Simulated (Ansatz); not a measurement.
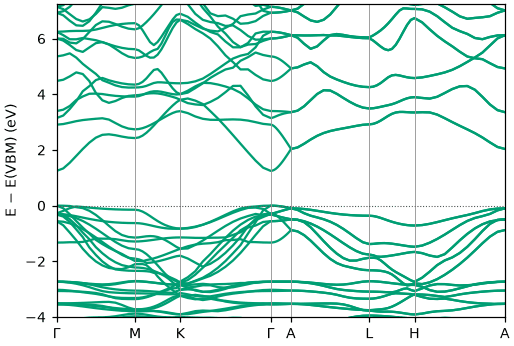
Fig. 1. Band structure from plane-wave PAW LDA (Ansatz code)

**Question.** Read off the gap and where the band edges lie.

**Answer.** About 1.2 eV (1.25 eV by a search for the band edges); maximum at Γ, minimum at Γ.

**Question.** Which of these materials gives this?
A) WS2, P6_3/mmc (W on 2c, S on 4f)
B) ZnO, wurtzite
C) AgI, P6_3mc (Ag on 2a, Ag on 2b, I on 2a, I on 2b)
D) BP, wurtzite

**Answer.** C, AgI, P6_3mc (Ag on 2a, Ag on 2b, I on 2a, I on 2b)

The first step of the workflow began from a Materials Project structure, measured or hypothetical. Its sites differ from those of the usual phase in this space group: another stacking or structure type. The LDA relaxation kept the symmetry of its start; whether a distortion lowers the energy is not shown. No spin polarisation was allowed. A crystal of weakly bound layers computed without a dispersion correction: the cell and the soft elastic constants depend strongly on that. Scalar-relativistic: spin–orbit coupling is off unless named, which matters more the heavier the elements.

Potentials: the earlier of the program's two PAW sets. The files were generated under PBE; for other functionals the program regenerates the frozen cores, and for LDA and PBEsol the local potential too.
